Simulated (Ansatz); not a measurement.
CuSi16 (charge +1): geometry relaxation (part 3 of 3)

CuSi16 (defect cell, 17 atoms in the cell, total charge +1); DFT PBE, scalar-relativistic, plane waves, PAW, PAW set soft_1, no spin polarisation (Ansatz 0.2.0); cutoff 420 eV, 2×2×2 k-mesh, Gaussian smearing of 0.02 eV. It belongs to a series of runs on one base structure; here: end point A relaxed.

Geometry of the input (Å; fractional positions):
```
0.0000  5.4300  5.4300
5.4300  0.0000  5.4300
5.4300  5.4300  0.0000
Si 0.0000  0.0000  0.0000
Si 0.1250  0.1250  0.1250
Si -0.0000  0.0000  0.5000
Si 0.1250  0.1250  0.6250
Si -0.0000  0.5000  0.0000
Si 0.1250  0.6250  0.1250
Si -0.0000  0.5000  0.5000
Si 0.1250  0.6250  0.6250
Si 0.5000  -0.0000  0.0000
Si 0.6250  0.1250  0.1250
Si 0.5000  0.0000  0.5000
Si 0.6250  0.1250  0.6250
Si 0.5000  0.5000  0.0000
Si 0.6250  0.6250  0.1250
Si 0.5000  0.5000  0.5000
Si 0.6250  0.6250  0.6250
Cu 0.0649  0.8187  0.3089
```

**Trajectory as extended XYZ, continued**
```
17
Lattice="0.0000 5.4300 5.4300 5.4300 0.0000 5.4300 5.4300 5.4300 0.0000" Properties=species:S:1:pos:R:3:forces:R:3 step=11 energy=-16802.51231
Si   -0.0555   -0.0684    0.0523    0.0234   0.0087   0.0343
Si    1.4330    1.3125    1.4414    0.0227  -0.0252  -0.0050
Si    2.7989    2.7623    0.0741    0.0155   0.0141   0.0697
Si    3.9422    4.2228    1.4961    0.0361   0.0421  -0.0459
Si    2.8503   -0.1539    2.5812   -0.0373  -0.0383   0.0452
Si    3.9893    1.3086    4.0045   -0.0052  -0.0167  -0.0725
Si    5.3581    2.7569    2.6386   -0.0268   0.0283  -0.0044
Si    6.8464    4.1406    4.0251   -0.0206  -0.0192  -0.0378
Si    0.0426    2.6607    2.7271   -0.0103   0.0348   0.0022
Si    1.3095    4.0507    4.1249   -0.0129  -0.0009  -0.0282
Si    2.5830    5.5503    2.8483   -0.0148  -0.0231   0.0283
Si    4.0808    6.8395    4.1168   -0.0060  -0.0270  -0.0413
Si    2.7069    2.6627    5.3895    0.0050   0.0284   0.0453
Si    4.2079    3.9496    6.6562    0.0181   0.0238  -0.0266
Si    5.4799    5.4517    5.3803    0.0102   0.0005   0.0309
Si    6.7468    6.8403    6.7796    0.0065  -0.0330   0.0013
Cu    6.1027    2.0428    4.7616   -0.0033   0.0028   0.0044
17
Lattice="0.0000 5.4300 5.4300 5.4300 0.0000 5.4300 5.4300 5.4300 0.0000" Properties=species:S:1:pos:R:3:forces:R:3 step=13 energy=-16802.51460
Si   -0.0527   -0.0656    0.0500    0.0208   0.0047   0.0263
Si    1.4379    1.3128    1.4425    0.0081  -0.0293  -0.0013
Si    2.8011    2.7624    0.0805    0.0090   0.0143   0.0396
Si    3.9454    4.2308    1.4942    0.0273   0.0230  -0.0360
Si    2.8473   -0.1614    2.5834   -0.0275  -0.0208   0.0323
Si    3.9874    1.3086    3.9987   -0.0010  -0.0157  -0.0432
Si    5.3531    2.7565    2.6370   -0.0119   0.0318  -0.0048
Si    6.8441    4.1371    4.0272   -0.0196  -0.0122  -0.0294
Si    0.0401    2.6600    2.7237   -0.0039   0.0305   0.0014
Si    1.3077    4.0450    4.1255   -0.0069   0.0021  -0.0182
Si    2.5797    5.5463    2.8521   -0.0078  -0.0103   0.0163
Si    4.0779    6.8405    4.1142    0.0012  -0.0224  -0.0198
Si    2.7098    2.6619    5.3925    0.0003   0.0233   0.0236
Si    4.2111    3.9539    6.6525    0.0102   0.0102  -0.0151
Si    5.4819    5.4571    5.3791    0.0046  -0.0048   0.0220
Si    6.7490    6.8407    6.7828    0.0005  -0.0274   0.0000
Cu    6.1022    2.0433    4.7620   -0.0034   0.0029   0.0064
17
Lattice="0.0000 5.4300 5.4300 5.4300 0.0000 5.4300 5.4300 5.4300 0.0000" Properties=species:S:1:pos:R:3:forces:R:3 step=16 energy=-16802.51597
Si   -0.0421   -0.0635    0.0450    0.0015  -0.0017   0.0015
Si    1.4413    1.3106    1.4456    0.0016  -0.0031  -0.0028
Si    2.8014    2.7615    0.0862    0.0005  -0.0011   0.0004
Si    3.9508    4.2411    1.4835   -0.0006  -0.0004  -0.0006
Si    2.8410   -0.1699    2.5909    0.0011   0.0001   0.0012
Si    3.9877    1.3089    3.9914    0.0019   0.0003  -0.0016
Si    5.3474    2.7608    2.6326    0.0009   0.0007  -0.0006
Si    6.8348    4.1340    4.0296    0.0003  -0.0016  -0.0042
Si    0.0385    2.6609    2.7221   -0.0011  -0.0006   0.0000
Si    1.3123    4.0407    4.1216    0.0006   0.0008  -0.0003
Si    2.5822    5.5443    2.8518   -0.0010  -0.0001   0.0005
Si    4.0777    6.8401    4.1145    0.0005   0.0012  -0.0001
Si    2.7119    2.6599    5.3945   -0.0007   0.0000   0.0008
Si    4.2094    3.9554    6.6537    0.0010  -0.0006  -0.0010
Si    5.4799    5.4586    5.3841   -0.0009  -0.0009   0.0000
Si    6.7495    6.8402    6.7861    0.0010   0.0005  -0.0002
Cu    6.0990    2.0462    4.7643   -0.0068   0.0065   0.0071
17
Lattice="0.0000 5.4300 5.4300 5.4300 0.0000 5.4300 5.4300 5.4300 0.0000" Properties=species:S:1:pos:R:3:forces:R:3 step=18 energy=-16802.51627
Si   -0.0396   -0.0639    0.0442   -0.0037  -0.0037  -0.0022
Si    1.4419    1.3086    1.4461    0.0046   0.0021  -0.0062
Si    2.8006    2.7604    0.0856    0.0015  -0.0007   0.0008
Si    3.9514    4.2406    1.4809    0.0002  -0.0003   0.0013
Si    2.8430   -0.1709    2.5910    0.0012  -0.0007  -0.0013
Si    3.9882    1.3091    3.9911    0.0061  -0.0004  -0.0010
Si    5.3477    2.7616    2.6323   -0.0027  -0.0042  -0.0022
Si    6.8346    4.1341    4.0279    0.0079  -0.0060  -0.0020
Si    0.0391    2.6599    2.7221   -0.0033  -0.0012   0.0002
Si    1.3139    4.0402    4.1202    0.0013   0.0000  -0.0008
Si    2.5834    5.5437    2.8501    0.0002  -0.0026  -0.0005
Si    4.0779    6.8395    4.1144    0.0000   0.0035   0.0001
Si    2.7119    2.6596    5.3945   -0.0001   0.0000   0.0031
Si    4.2105    3.9540    6.6533    0.0006  -0.0009  -0.0009
Si    5.4801    5.4578    5.3837   -0.0013  -0.0014  -0.0001
Si    6.7491    6.8398    6.7859    0.0004   0.0036  -0.0008
Cu    6.0891    2.0558    4.7743   -0.0131   0.0128   0.0125
17
Lattice="0.0000 5.4300 5.4300 5.4300 0.0000 5.4300 5.4300 5.4300 0.0000" Properties=species:S:1:pos:R:3:forces:R:3 step=20 energy=-16802.52268
Si   -0.0337   -0.0680    0.0384   -0.0044   0.0251  -0.0018
Si    1.4454    1.3032    1.4435    0.0086  -0.0287   0.0007
Si    2.8019    2.7579    0.0852   -0.0263   0.0140  -0.0103
Si    3.9574    4.2377    1.4756    0.0119  -0.0007  -0.0121
Si    2.8524   -0.1746    2.5838   -0.0005   0.0001  -0.0018
Si    3.9903    1.3059    3.9892    0.0041  -0.0331  -0.0056
Si    5.3490    2.7585    2.6310    0.0066   0.0104   0.0219
Si    6.8453    4.1272    4.0164    0.0159   0.0008  -0.0076
Si    0.0391    2.6568    2.7201    0.0092   0.0021   0.0134
Si    1.3190    4.0367    4.1139    0.0050   0.0063  -0.0091
Si    2.5889    5.5389    2.8439    0.0094   0.0037  -0.0044
Si    4.0799    6.8370    4.1152    0.0078  -0.0249  -0.0102
Si    2.7126    2.6583    5.3950   -0.0098   0.0012  -0.0061
Si    4.2175    3.9483    6.6466    0.0016   0.0086  -0.0042
Si    5.4870    5.4497    5.3754    0.0003   0.0001   0.0042
Si    6.7482    6.8364    6.7828    0.0044  -0.0227  -0.0104
Cu    6.0227    2.1199    4.8415   -0.0438   0.0376   0.0433
17
Lattice="0.0000 5.4300 5.4300 5.4300 0.0000 5.4300 5.4300 5.4300 0.0000" Properties=species:S:1:pos:R:3:forces:R:3 step=22 energy=-16802.54710
Si   -0.0100   -0.0563    0.0260   -0.0187   0.0309  -0.0100
Si    1.4501    1.2820    1.4498    0.0235   0.0393  -0.1001
Si    2.7822    2.7466    0.0655   -0.0239  -0.0322  -0.0080
Si    3.9836    4.2120    1.4321   -0.0315  -0.0346   0.0224
Si    2.8660   -0.1917    2.5793    0.0196   0.0194   0.0234
Si    3.9926    1.2934    3.9817    0.0773   0.0186  -0.0190
Si    5.3648    2.7607    2.6418    0.0087  -0.0614   0.0294
Si    6.8421    4.1336    4.0068    0.0402  -0.0700  -0.0172
Si    0.0558    2.6530    2.7341    0.0176  -0.0461   0.0280
Si    1.3436    4.0565    4.0925   -0.0169   0.0321  -0.0048
Si    2.6303    5.5212    2.8017    0.0173  -0.0061   0.0005
Si    4.0830    6.8196    4.1096   -0.0508   0.0491  -0.0135
Si    2.7029    2.6531    5.3816   -0.0115  -0.0338  -0.0049
Si    4.2232    3.9231    6.6428   -0.0188  -0.0014  -0.0105
Si    5.4837    5.4407    5.3823    0.0064   0.0350  -0.0039
Si    6.7518    6.8231    6.7815    0.0046   0.0385   0.0276
Cu    5.8771    2.2591    4.9885   -0.0434   0.0229   0.0607
17
Lattice="0.0000 5.4300 5.4300 5.4300 0.0000 5.4300 5.4300 5.4300 0.0000" Properties=species:S:1:pos:R:3:forces:R:3 step=24 energy=-16802.55463 accepted=F
Si    0.0072   -0.0445    0.0291   -0.0328  -0.0305  -0.0264
Si    1.4552    1.2619    1.4361    0.0403  -0.0598   0.1791
Si    2.7630    2.7054    0.0385    0.0378   0.0641  -0.0366
Si    4.0082    4.1455    1.3888    0.0162  -0.0550   0.0776
Si    2.8815   -0.1762    2.6235   -0.0655   0.1037  -0.0710
Si    4.0174    1.3095    3.9944   -0.0645  -0.0015   0.0841
Si    5.4025    2.7375    2.6683   -0.0462   0.0720  -0.1754
Si    6.8371    4.1198    4.0009   -0.0129   0.0224   0.0788
Si    0.0632    2.6520    2.7338    0.0074   0.0226  -0.2056
Si    1.3432    4.0780    4.0636    0.0027  -0.0245   0.0751
Si    2.6695    5.4756    2.7498   -0.0059   0.0539  -0.0487
Si    4.0702    6.8057    4.0650   -0.0115  -0.0372   0.0754
Si    2.6884    2.6700    5.3782    0.0639   0.0182  -0.0765
Si    4.1972    3.9550    6.6490    0.1121  -0.1499  -0.0162
Si    5.4802    5.4568    5.3750   -0.0133  -0.0193  -0.0554
Si    6.7694    6.8095    6.7746   -0.0017  -0.0246   0.0861
Cu    5.7693    2.3683    5.1291   -0.0259   0.0455   0.0554
17
Lattice="0.0000 5.4300 5.4300 5.4300 0.0000 5.4300 5.4300 5.4300 0.0000" Properties=species:S:1:pos:R:3:forces:R:3 step=26 energy=-16802.56258
Si   -0.0016   -0.0484    0.0369    0.0025   0.0060  -0.0014
Si    1.4656    1.2512    1.4389   -0.0027  -0.0085   0.0209
Si    2.7645    2.7154    0.0386   -0.0024   0.0014  -0.0117
Si    3.9956    4.1506    1.4041    0.0065  -0.0068   0.0068
Si    2.8935   -0.1803    2.6141   -0.0105   0.0121  -0.0105
Si    4.0193    1.3056    3.9963   -0.0083   0.0045   0.0137
Si    5.3976    2.7454    2.6613    0.0013   0.0110  -0.0135
Si    6.8406    4.1230    3.9979   -0.0102  -0.0029   0.0076
Si    0.0702    2.6463    2.7162    0.0017  -0.0054  -0.0116
Si    1.3332    4.0743    4.0695    0.0046  -0.0092   0.0056
Si    2.6592    5.4854    2.7626   -0.0039   0.0121  -0.0064
Si    4.0720    6.8122    4.0684    0.0065  -0.0024   0.0091
Si    2.6890    2.6651    5.3696   -0.0018  -0.0062  -0.0105
Si    4.2084    3.9402    6.6346    0.0133  -0.0182  -0.0064
Si    5.4833    5.4574    5.3679   -0.0006   0.0055  -0.0062
Si    6.7662    6.8105    6.7782   -0.0009   0.0003   0.0080
Cu    5.7661    2.3759    5.1426    0.0047   0.0067   0.0066
```

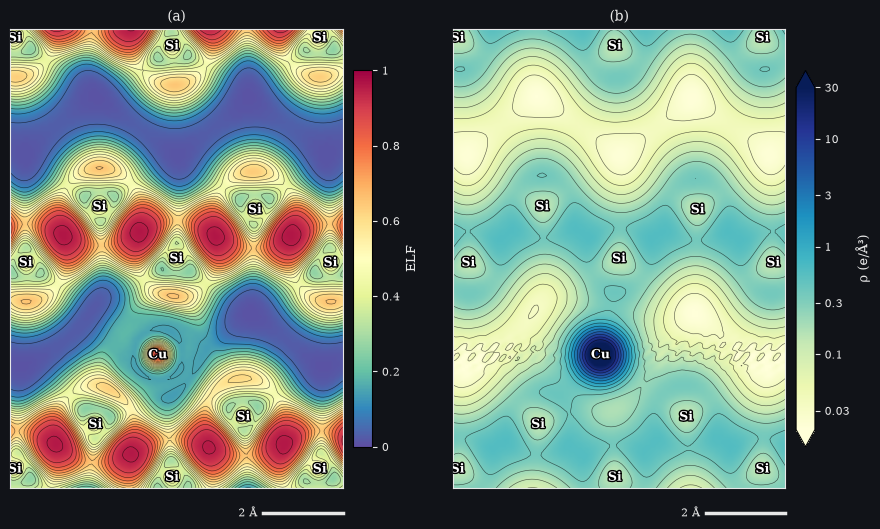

Figure 1. (a) ELF; (b) valence pseudo-density on the (011̄) plane of the calculation cell. Atoms in the plane: Si and Cu. Cu–Si (2.35 Å): ρ is about 0.41 e/Å³ halfway; the ELF is about 0.40 at the midpoint. Cu–Si (2.47 Å): the density is about 0.36 e/Å³ at the midpoint; the ELF is about 0.45 at the midpoint. Cu–Si (2.66 Å): ρ is about 0.23 e/Å³ halfway; the ELF is about 0.30 at the midpoint. The density dies away to nearly zero in the voids. The strong features right at Cu lie inside the PAW spheres (semicore, d or f shells) and say nothing about bonding. The fields are those of the smooth PAW valence density.

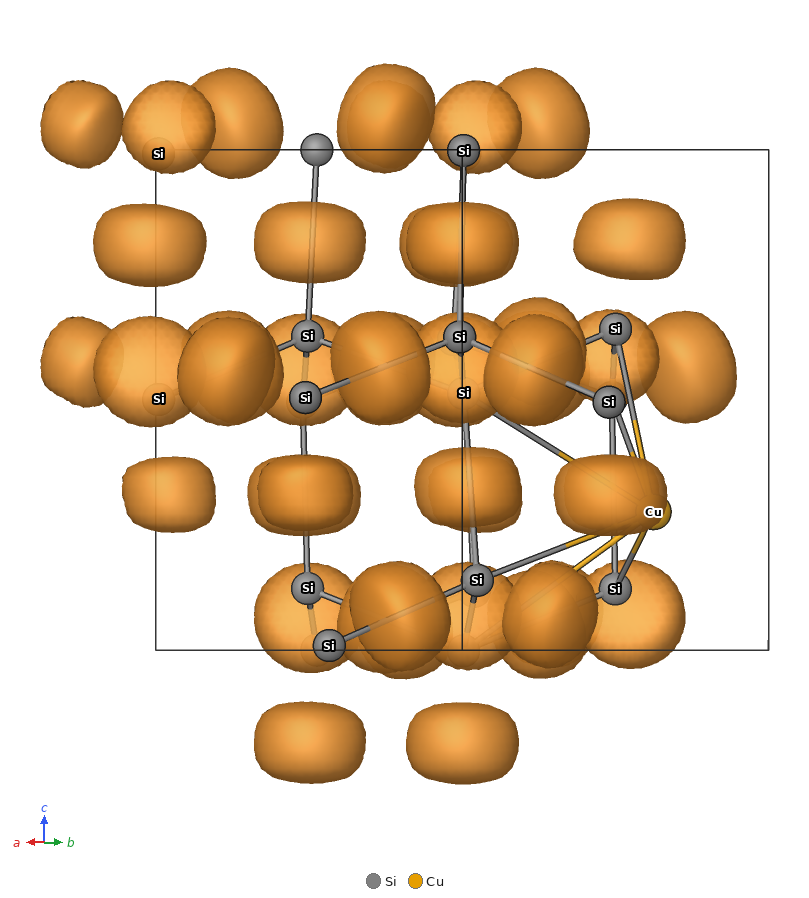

Figure 2. Isosurface of the electron localisation function at 0.8 (orange), seen along [110]. Only the valence region is drawn (cores and ρ < 0.01 e/Å³ removed). Sticks mark near contacts. The outline is the calculation cell. Profiles from the grid: Si–Si (2.32 Å): the ELF peaks at about 0.95 between the atoms, which marks a shared electron pair. Cu–Si (2.35 Å): the ELF is about 0.40 at the midpoint.

**Summary**

- outcome: converged
- electrons treated: 82
- free energy: −16802.5626 eV
- Fermi energy: 7.121 eV
- final volume: 320.21 Å³
- largest force (length of the vector) at the end: 0.023 eV/Å
- hardware: 1 thread of Arm Neoverse V1, 24 GiB of memory available, shared host
- wall time: 3.5 min
- peak memory: 0.57 GiB

**Notes**

The cell is charged and computed with a neutralising background, so its energy and pressure depend on the cell and aren't those of a real crystal. The k-point mesh is coarse for a cell of this size, so the results may not be converged.
